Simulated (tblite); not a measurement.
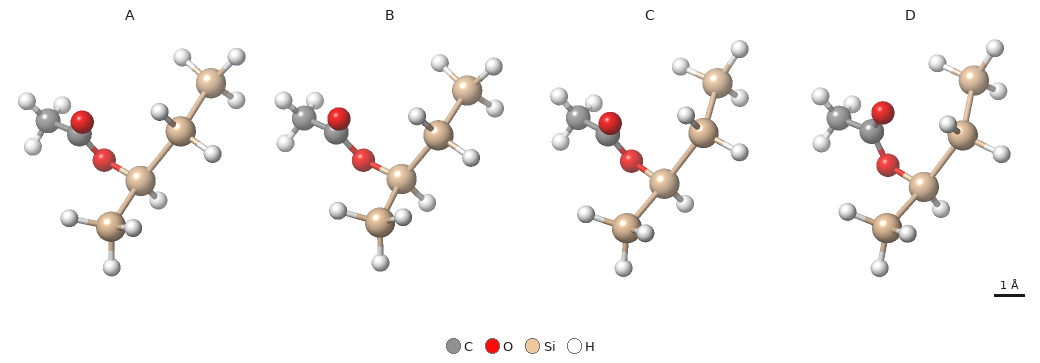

4 geometries from one relaxation of C₂H₁₂O₂Si₄, in shuffled order. The picture is a ball-and-stick view, seen at a tilt.

The calculation used GFN2-xTB geometry optimisation, gas phase (tblite). 

Order the frames from highest to lowest energy.

B, A, C, D. They are steps 0, 42, 103, 169, at +26.0 kcal/mol, +1.66 kcal/mol, +0.65 kcal/mol relative to the last. The atom that moves furthest after the best rigid fit is an H atom (0.93 Å). Largest moves by element: H 0.93 Å, O 0.85 Å, Si 0.57 Å, C 0.53 Å. Some distances before and after: Si–Si 2.199 → 2.325 Å, C–O 1.387 → 1.306 Å, Si–Si 2.251 → 2.326 Å, C–O 1.277 → 1.212 Å. Bond angles that change, for instance: Si–Si–Si 106.5° → 122.2°, O–Si–H 107.3° → 93.2°, O–Si–Si 116.1° → 106.5°. The energy falls by 26.0 kcal/mol in 169 geometry steps.
